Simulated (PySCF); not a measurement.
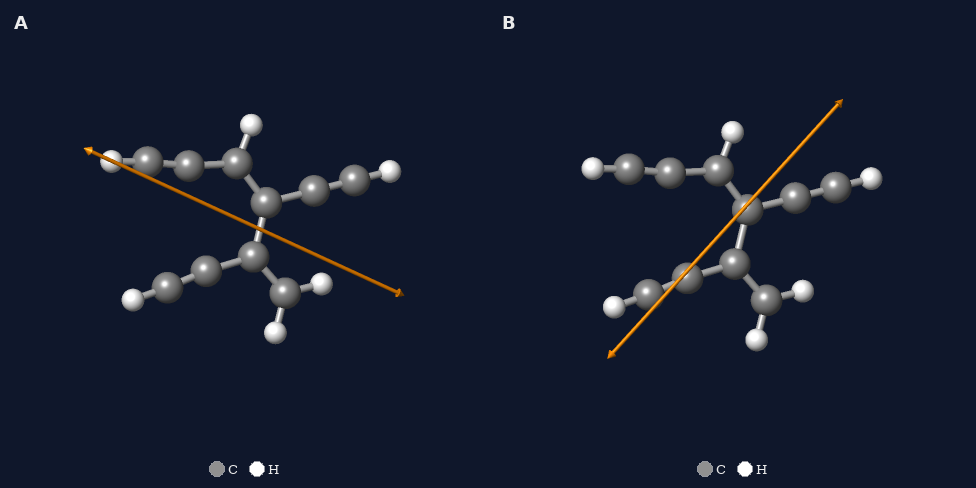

The double arrows show the directions of two transition dipoles from the ground state (lengths mean nothing). The computed structure is the end point of a GFN2-xTB optimisation. No frequency run is at hand to confirm it as a minimum. Method: TDDFT B3LYP/def2-SVPD, vertical, gas phase, core orbitals frozen in the response (PySCF 2.14.0).

Question. One belongs to singlet state 3 and one to singlet state 5. Which is which?

Answer. A: state 3, 4.30 eV (289 nm), oscillator strength 0.065, mainly HOMO−2 → LUMO (weight 0.80).
B: state 5, 4.95 eV (251 nm), oscillator strength 0.026, mainly HOMO → LUMO+1 (weight 0.81).
